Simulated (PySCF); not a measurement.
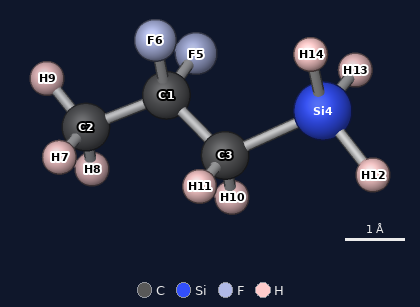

Figure 1. The input geometry (ball-and-stick view, seen at a tilt; atoms are numbered from 1 in the order of the input).

**Geometry relaxation, with input and output: C$_{3}$H$_{8}$F$_{2}$Si**

System: C$_{3}$H$_{8}$F$_{2}$Si.
Method: PBE0-D3(BJ)/def2-SVP geometry optimisation, gas phase (PySCF 2.14.0).

**Log**
```
step   0  E = -607.53806736  max force = 0.026497
step   1  E = -607.54253966  max force = 0.012075
step   2  E = -607.54302128  max force = 0.002779
step   3  E = -607.54309355  max force = 0.000490
step   4  E = -607.54312399  max force = 0.001144
step   5  E = -607.54316886  max force = 0.001621
step   6  E = -607.54318924  max force = 0.001129
step   7  E = -607.54319774  max force = 0.000529
step   8  E = -607.54320048  max force = 0.000419
optimisation converged
```

**Trajectory as extended XYZ (Å, eV, eV/Å), 9 frames, from step=0 to step=8**
```
14
Properties=species:S:1:pos:R:3:forces:R:3 step=0 energy=-16531.95287
C     0.0095    0.1994    0.7510   -1.3625   1.1334   0.0780
C     0.7477    1.3827    1.3572    0.4191  -0.8602   0.3968
C     0.1785    0.0169   -0.7461    0.8115  -0.6672   1.0855
Si   -0.7703   -1.4662   -1.4110   -1.0476   1.1810   0.2278
F     0.3125   -0.9313    1.4109    0.4226  -0.3532   0.1335
F    -1.3524    0.3952    1.0025    0.6795  -0.0166  -0.1575
H     0.4581    2.3124    0.8830   -0.2299   0.3807  -0.2757
H     1.8353    1.2407    1.2156   -0.1932   0.0572   0.0893
H     0.5319    1.4471    2.4427    0.0316  -0.0801  -0.3367
H     1.2617   -0.1325   -0.8969   -0.0479  -0.0069  -0.2565
H    -0.0994    0.9355   -1.2367   -0.2547   0.5942  -0.4396
H    -0.4949   -1.5312   -2.8329    0.1329  -0.1780  -0.8732
H    -0.3830   -2.6711   -0.7398    0.3670  -1.0247   0.4735
H    -2.2417   -1.2123   -1.1851    0.2719  -0.1598  -0.1452
14
Properties=species:S:1:pos:R:3:forces:R:3 step=1 energy=-16532.07457
C    -0.0067    0.3144    0.7644    0.6209  -0.1316  -0.0799
C     0.9973    1.3157    1.2858   -0.2697   0.2493  -0.0516
C     0.1417   -0.0453   -0.7005   -0.2167   0.3281  -0.0264
Si   -0.9996   -1.4226   -1.3265    0.2907  -0.1052  -0.0474
F     0.1083   -0.8252    1.5127   -0.1486  -0.0114  -0.0100
F    -1.2513    0.8018    0.9803   -0.2882  -0.0121   0.0779
H     0.8234    2.2874    0.7975    0.0752  -0.0616   0.0448
H     2.0279    0.9982    1.0981    0.0599  -0.1100  -0.0266
H     0.8447    1.4324    2.3666    0.0124   0.0211   0.0465
H     1.1855   -0.3304   -0.8966    0.0200  -0.0691  -0.0267
H    -0.0584    0.8684   -1.2887    0.0635  -0.0858   0.0150
H    -0.7575   -1.5702   -2.7936   -0.0213   0.0380  -0.0356
H    -0.6273   -2.7050   -0.6759   -0.0452  -0.1298   0.0572
H    -2.4346   -1.1318   -1.1025   -0.1530   0.0802   0.0628
14
Properties=species:S:1:pos:R:3:forces:R:3 step=2 energy=-16532.08768
C     0.0025    0.3144    0.7560    0.1429  -0.0861  -0.0080
C     0.9897    1.3241    1.2921   -0.0807   0.0077  -0.0018
C     0.1500   -0.0400   -0.7097   -0.0344   0.1316   0.0017
Si   -0.9886   -1.4281   -1.3215    0.0142  -0.0540   0.0087
F     0.1012   -0.8299    1.4992    0.0389   0.0223  -0.0155
F    -1.2562    0.7846    0.9672   -0.1360   0.0628   0.0236
H     0.8329    2.2963    0.8047    0.0201  -0.0253  -0.0172
H     2.0206    0.9930    1.1130    0.0067  -0.0254   0.0159
H     0.8292    1.4402    2.3732    0.0011  -0.0030  -0.0102
H     1.1922   -0.3313   -0.9119    0.0146  -0.0250   0.0072
H    -0.0486    0.8683   -1.3020    0.0196  -0.0281  -0.0112
H    -0.7707   -1.5691   -2.7945   -0.0096   0.0188   0.0007
H    -0.6356   -2.7236   -0.6716   -0.0226   0.0013  -0.0009
H    -2.4253   -1.1111   -1.0734    0.0253   0.0024   0.0071
14
Properties=species:S:1:pos:R:3:forces:R:3 step=3 energy=-16532.08964
C     0.0029    0.3145    0.7529   -0.0068  -0.0252   0.0080
C     0.9846    1.3233    1.2930    0.0039   0.0015   0.0115
C     0.1535   -0.0359   -0.7123    0.0022   0.0178  -0.0042
Si   -0.9837   -1.4290   -1.3184   -0.0218  -0.0127   0.0002
F     0.1050   -0.8299    1.4945    0.0064   0.0145  -0.0214
F    -1.2615    0.7834    0.9626    0.0087  -0.0068   0.0059
H     0.8392    2.2926    0.7983    0.0131   0.0019  -0.0193
H     2.0150    0.9826    1.1243   -0.0070  -0.0010   0.0208
H     0.8169    1.4438    2.3723   -0.0063   0.0063  -0.0068
H     1.1960   -0.3301   -0.9132   -0.0020  -0.0058   0.0213
H    -0.0433    0.8690   -1.3086    0.0015  -0.0041  -0.0108
H    -0.7765   -1.5640   -2.7934   -0.0033   0.0039   0.0023
H    -0.6382   -2.7281   -0.6708   -0.0004   0.0171  -0.0077
H    -2.4166   -1.1046   -1.0601    0.0117  -0.0074   0.0001
14
Properties=species:S:1:pos:R:3:forces:R:3 step=4 energy=-16532.09047
C     0.0040    0.3140    0.7512   -0.0588   0.0118   0.0077
C     0.9828    1.3234    1.2946    0.0193  -0.0043   0.0014
C     0.1557   -0.0350   -0.7137    0.0149  -0.0204  -0.0085
Si   -0.9831   -1.4287   -1.3182   -0.0163   0.0137  -0.0020
F     0.1057   -0.8305    1.4914    0.0066  -0.0008  -0.0086
F    -1.2624    0.7818    0.9589    0.0359  -0.0133   0.0067
H     0.8487    2.2893    0.7901    0.0075   0.0025  -0.0118
H     2.0133    0.9762    1.1407   -0.0022  -0.0004   0.0142
H     0.8045    1.4520    2.3710   -0.0125   0.0106  -0.0021
H     1.1983   -0.3316   -0.9113   -0.0030  -0.0025   0.0117
H    -0.0394    0.8683   -1.3125    0.0013   0.0047  -0.0045
H    -0.7832   -1.5590   -2.7944   -0.0003  -0.0015   0.0003
H    -0.6374   -2.7285   -0.6741    0.0091   0.0048  -0.0045
H    -2.4139   -1.1041   -1.0526   -0.0015  -0.0050  -0.0001
14
Properties=species:S:1:pos:R:3:forces:R:3 step=5 energy=-16532.09169
C     0.0040    0.3133    0.7496   -0.0834   0.0626   0.0018
C     0.9801    1.3230    1.2971    0.0345  -0.0092  -0.0083
C     0.1600   -0.0355   -0.7147    0.0052  -0.0540  -0.0033
Si   -0.9832   -1.4268   -1.3198   -0.0049   0.0391  -0.0017
F     0.1036   -0.8306    1.4893   -0.0016  -0.0252   0.0105
F    -1.2634    0.7823    0.9542    0.0547  -0.0238  -0.0047
H     0.8738    2.2789    0.7675   -0.0008   0.0029   0.0029
H     2.0096    0.9592    1.1796   -0.0001  -0.0018   0.0019
H     0.7754    1.4761    2.3654   -0.0145   0.0148   0.0015
H     1.2022   -0.3378   -0.9052   -0.0034   0.0029  -0.0015
H    -0.0297    0.8664   -1.3171    0.0053   0.0124   0.0040
H    -0.7969   -1.5446   -2.7987    0.0021  -0.0073  -0.0021
H    -0.6306   -2.7294   -0.6874    0.0151  -0.0124  -0.0010
H    -2.4115   -1.1067   -1.0386   -0.0083  -0.0008   0.0001
14
Properties=species:S:1:pos:R:3:forces:R:3 step=6 energy=-16532.09225
C     0.0021    0.3139    0.7498   -0.0530   0.0581  -0.0087
C     0.9797    1.3220    1.2984    0.0219  -0.0116  -0.0053
C     0.1621   -0.0372   -0.7137   -0.0033  -0.0418  -0.0018
Si   -0.9835   -1.4249   -1.3220    0.0052   0.0284   0.0005
F     0.0965   -0.8295    1.4908   -0.0051  -0.0248   0.0187
F    -1.2640    0.7863    0.9497    0.0346  -0.0124  -0.0044
H     0.8953    2.2698    0.7504   -0.0037   0.0021   0.0068
H     2.0068    0.9443    1.2077   -0.0001  -0.0031  -0.0034
H     0.7555    1.4965    2.3596   -0.0078   0.0104   0.0020
H     1.2038   -0.3438   -0.8994    0.0005   0.0039  -0.0060
H    -0.0220    0.8654   -1.3169    0.0077   0.0079   0.0034
H    -0.8058   -1.5329   -2.8027    0.0017  -0.0060  -0.0020
H    -0.6221   -2.7308   -0.7008    0.0096  -0.0125  -0.0012
H    -2.4110   -1.1113   -1.0299   -0.0082   0.0015   0.0014
14
Properties=species:S:1:pos:R:3:forces:R:3 step=7 energy=-16532.09248
C    -0.0016    0.3162    0.7502   -0.0075   0.0272  -0.0094
C     0.9805    1.3202    1.2994    0.0050  -0.0073  -0.0009
C     0.1629   -0.0389   -0.7122   -0.0069  -0.0126   0.0043
Si   -0.9832   -1.4239   -1.3240    0.0069   0.0052   0.0020
F     0.0843   -0.8264    1.4945   -0.0076  -0.0128   0.0116
F    -1.2647    0.7952    0.9447    0.0041   0.0025  -0.0064
H     0.9133    2.2625    0.7396   -0.0022   0.0009   0.0045
H     2.0042    0.9299    1.2266    0.0007  -0.0019  -0.0037
H     0.7435    1.5113    2.3551   -0.0001   0.0008   0.0007
H     1.2042   -0.3486   -0.8944    0.0031   0.0030  -0.0018
H    -0.0155    0.8648   -1.3158    0.0055  -0.0005  -0.0006
H    -0.8109   -1.5248   -2.8059    0.0000  -0.0014  -0.0007
H    -0.6129   -2.7326   -0.7126    0.0011  -0.0047  -0.0016
H    -2.4108   -1.1170   -1.0242   -0.0021   0.0016   0.0020
14
Properties=species:S:1:pos:R:3:forces:R:3 step=8 energy=-16532.09255
C    -0.0060    0.3201    0.7496    0.0216  -0.0065  -0.0072
C     0.9818    1.3177    1.3005   -0.0084  -0.0027   0.0036
C     0.1631   -0.0398   -0.7112   -0.0015   0.0111   0.0034
Si   -0.9821   -1.4239   -1.3248    0.0043  -0.0131   0.0017
F     0.0685   -0.8221    1.4973   -0.0085   0.0033   0.0038
F    -1.2657    0.8077    0.9371   -0.0141   0.0144  -0.0041
H     0.9279    2.2574    0.7349   -0.0004  -0.0004   0.0006
H     2.0021    0.9168    1.2380    0.0004  -0.0003  -0.0021
H     0.7377    1.5187    2.3529    0.0051  -0.0059   0.0008
H     1.2045   -0.3515   -0.8901    0.0037   0.0009   0.0036
H    -0.0103    0.8641   -1.3161    0.0013  -0.0070  -0.0048
H    -0.8135   -1.5206   -2.8075   -0.0017   0.0026   0.0005
H    -0.6048   -2.7343   -0.7201   -0.0048   0.0028  -0.0015
H    -2.4099   -1.1226   -1.0194    0.0030   0.0008   0.0018
```

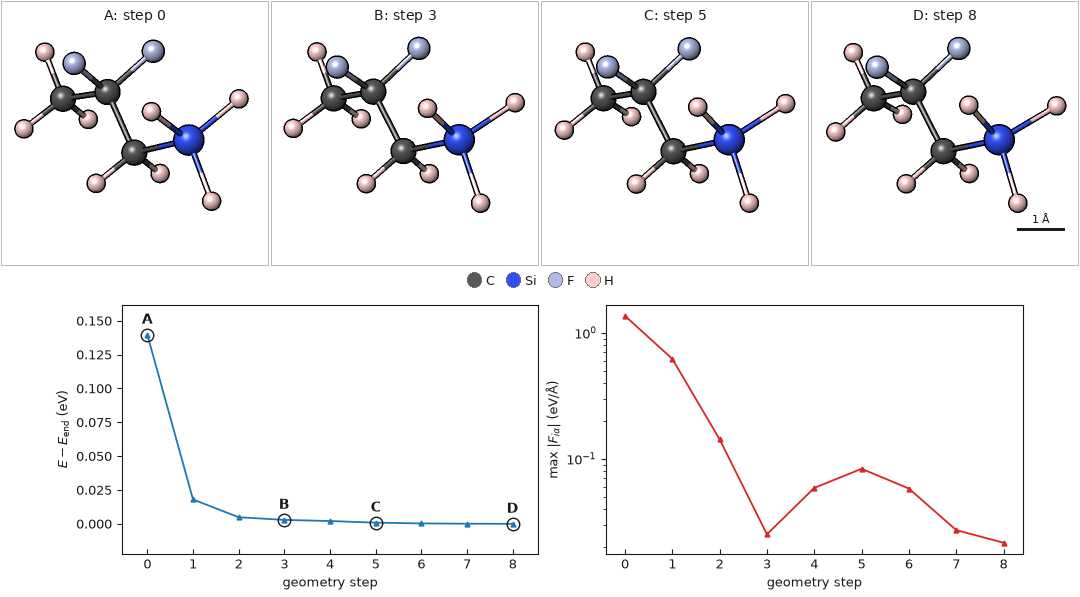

Figure 2. Frames of the relaxation (ball-and-stick view, seen at a tilt) above the curves, on which the letters mark them (steps are counted from 0).

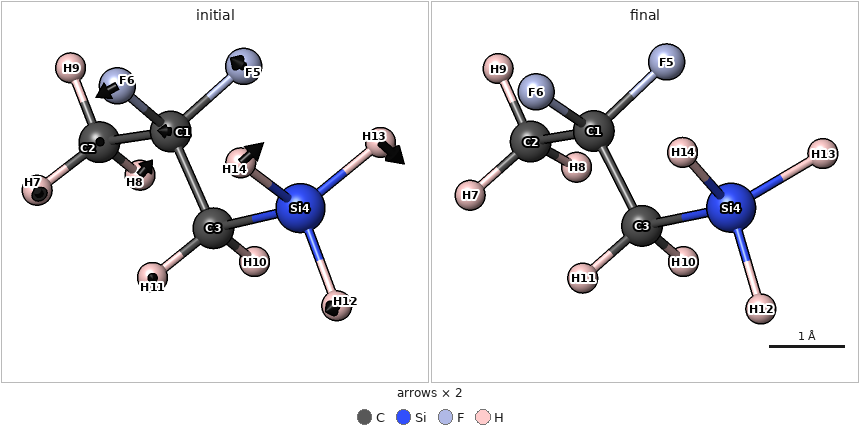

Figure 3. Before (left) and after (right) the relaxation, at one scale (ball-and-stick view, seen at a tilt). The black arrows give the displacements, magnified 2 times. The energy falls by 0.140 eV in 8 geometry steps. Largest force component: 1.4 eV/Å at the start, 0.022 eV/Å at the end. The atom that moves furthest after the best rigid fit is H13 (0.24 Å). By element the largest moves are H 0.24 Å, F 0.17 Å, C 0.10 Å, Si 0.01 Å. Among the contacts that change: Si4–H13 1.433 → 1.492 Å, Si4–H12 1.450 → 1.495 Å, C1–F6 1.399 → 1.364 Å, C1–F5 1.344 → 1.367 Å. Among the angles that change: C1–C3–H10 105.1° → 109.2°, C3–Si4–H14 107.8° → 111.4°, Si4–C3–H11 112.4° → 109.0°. (Atoms are counted from 1 in the order of the input.)

The run was set up as follows.

**Input file**
```
{"job": {"xc": "PBE0", "basis": "def2-SVP", "d3": "d3bj", "grid": 2, "kind": "geom", "shake": 0.01}, "charge": 0, "multiplicity": 1}
C      0.009493     0.199379     0.750948
C      0.747693     1.382754     1.357233
C      0.178506     0.016874    -0.746065
Si    -0.770302    -1.466146    -1.410955
F      0.312528    -0.931255     1.410871
F     -1.352401     0.395244     1.002464
H      0.458104     2.312435     0.882976
H      1.835269     1.240666     1.215618
H      0.531890     1.447114     2.442703
H      1.261747    -0.132526    -0.896935
H     -0.099436     0.935446    -1.236657
H     -0.494931    -1.531181    -2.832911
H     -0.382980    -2.671127    -0.739747
H     -2.241658    -1.212284    -1.185135
```

The first line tells a small driver script what to run in PySCF; the rest is the geometry in Å.

Launched with:
```bash
OMP_NUM_THREADS=1 python <driver script> task.json out
```

**Results in brief**

| quantity | value |
| --- | --- |
| outcome | converged |
| total energy | −607.543200 hartree |
| dipole moment | 2.41 D |
| point group | C1 |
| hardware | 1 CPU thread, shared host |
| wall time | 71 s |
| peak memory | 0.74 GiB |
